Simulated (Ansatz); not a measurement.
A series of calculations on AlBH₆O₂

**1. Relaxation**

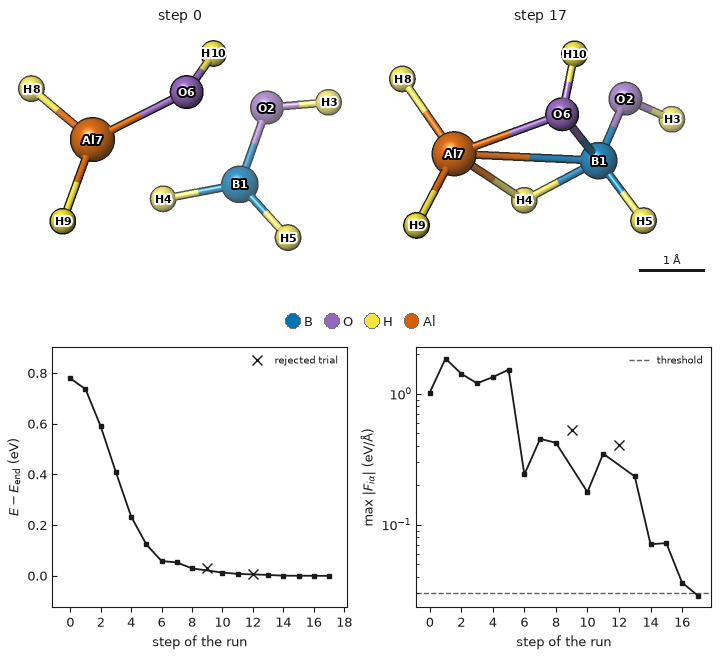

First and last geometry of a relaxation of AlBH$_{6}$O$_{2}$, with the history of the run. The picture is a ball-and-stick view, seen at a tilt.

The run prepares an end point of a later path (reaction) calculation, from a guessed geometry.

Theory: RKS PBE0/6-31G* in Ansatz 0.2.0. (no spin polarisation; force threshold 0.03 eV/Å; at most 50 steps)

> Did the run converge, and what did it change?

It converged. The energy falls by 0.779 eV in 15 accepted moves (17 points after the start). Largest force component: 1 eV/Å at the start, 0.029 eV/Å at the end. The line search rejected the trial steps at points 9, 12 of the run. The largest move after the best rigid fit is that of H3, 0.65 Å. Largest moves by element: H 0.65 Å, B 0.59 Å, O 0.52 Å, Al 0.35 Å. Among the contacts that change: B1–O6 2.599 → 1.536 Å, B1–Al7 2.789 → 2.361 Å, H4–Al7 2.107 → 1.729 Å, B1–H4 1.226 → 1.390 Å. New bonds form, among them: B1–O6 (2.60 → 1.54 Å), H4–Al7 (2.11 → 1.73 Å). Among the angles between lasting bonds that change: H4–B1–H5 121.5° → 102.5°, O6–Al7–H8 120.1° → 110.2°, O2–B1–H4 114.9° → 110.4°. Groups turn about O6–Al7 by about 45°. Cost: 53 s on 1 thread of Arm Neoverse V2, on a shared host, peak memory 0.14 GiB.

**2. Relaxation**

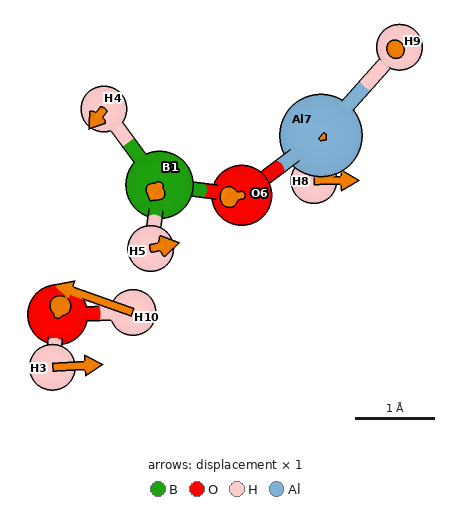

This is a relaxation of AlBH6O2. The starting structure is drawn; orange arrows show the displacements, at their true length. The two geometries are superimposed by the best rigid fit.

The picture is a ball-and-stick view, seen from a free direction.

The run prepares an end point of a later path (reaction) calculation, from a guessed geometry.

The calculation used RKS PBE0/6-31G* in Ansatz. Settings: no spin polarisation; force threshold 0.03 eV/Å; at most 50 steps.

### Which element moves most?

Hydrogen: up to 1.08 Å, against 0.73 Å for oxygen.

### Describe the change and its energy.

Over 28 accepted moves (33 points after the start) the energy falls by 19.1 kJ/mol. Largest force component: 0.8 eV/Å at the start, 0.021 eV/Å at the end. The line search rejected the trial steps at points 7, 11, 17, 19, 22 of the run. The forces were under the threshold at step 16, but the run went on from there. The largest move after the best rigid fit is that of an H atom, 1.08 Å. Largest moves by element: H 1.08 Å, O 0.73 Å, B 0.38 Å, Al 0.10 Å. Among the contacts that change: B–O 2.605 → 1.779 Å, B–O 1.380 → 1.405 Å, Al–O 1.716 → 1.692 Å, H–O 0.984 → 0.972 Å. Among the angles between lasting bonds that change: H–B–H 121.4° → 117.5°, O–Al–H 118.7° → 121.6°, H–B–O 119.9° → 117.1°. Groups turn about B–O by about 70°, Al–O by about 60°. The run took 87 s on 1 thread of Arm Neoverse V2, on a shared host, peak memory 0.14 GiB.

Limits of the set-up: the start holds two separate molecules, 2.2 Å apart at their closest, whose relative position is a soft coordinate and is computed without a dispersion correction.

**3. Path**

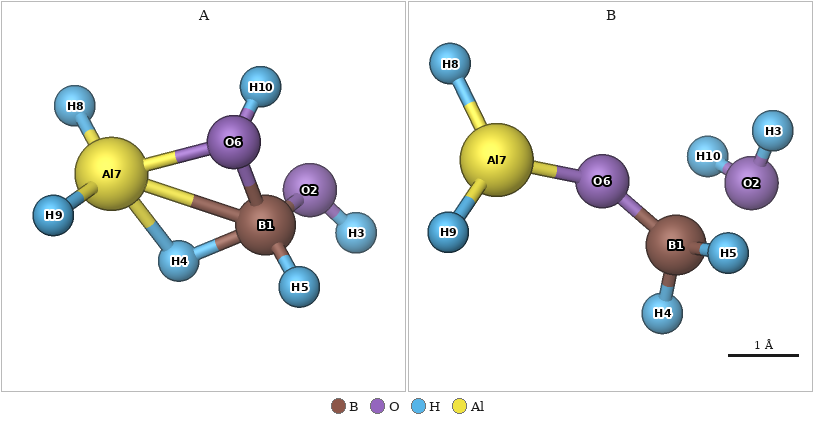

The two relaxed end points of a path for AlBH₆O₂. Style: ball-and-stick. Shown at a tilt.

Theory: Ansatz, RKS PBE0/6-31G*.

Settings: 9 movable images; climbing image; force threshold 0.05 eV/Å; iteration limit 55.

Start:
```xyz
10

B    -0.1935    0.4579    0.6161
O    -0.4872   -0.7340    1.2846
H    -0.6328   -1.4565    0.6660
H     1.1732    0.7087    0.6523
H    -0.4552    0.6054   -0.5500
O    -0.6719    1.6248    1.4925
Al    1.1426    2.0123    1.7873
H     1.5872    1.4961    3.2207
H     1.6125    3.3442    1.0687
H    -1.1729    1.2354    2.2268
```

End:
```xyz
10

B     0.1197    0.4757    0.3426
O    -0.8584   -0.8414    1.0296
H    -1.6873   -0.4082    1.2880
H     1.0455   -0.1742   -0.0883
H    -0.6849    0.9030   -0.4584
O     0.3600    1.2507    1.4899
Al    1.1175    2.6271    2.1187
H     0.9653    2.8388    3.6883
H     1.9204    3.6361    1.1872
H    -0.3959   -1.0134    1.8671
```

### Predict the minimum-energy path and its barrier.

The energy climbs by 1.29 eV to image 5 and then falls by 0.56 eV, so the end point sits at +0.73 eV. Breaking: H4–Al7 (1.73 → 3.37 at the top → 3.57 Å), O6–H10 (0.97 → 1.20 at the top → 2.42 Å). Forming: O2–H10 (2.29 → 1.25 at the top → 0.97 Å). The band converged in 39 iterations, with a climbing image at the top. At the top, the vibrational analysis gives one imaginary mode (1229i cm⁻¹), as a transition state must have.

Energies of the converged images:

```
image  path (Å)  E (eV)
    0      0.00   0.000
    1      0.78   0.059
    2      1.56   0.477
    3      2.34   0.788
    4      3.11   0.840
    5      3.89   1.288
    6      4.29   0.907
    7      4.69   0.756
    8      5.09   0.739
    9      5.48   0.735
   10      5.88   0.732
```

The geometry at the top of the path:

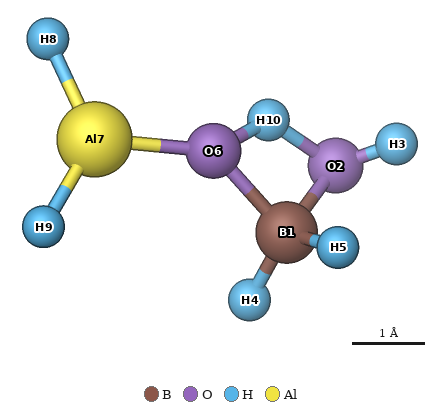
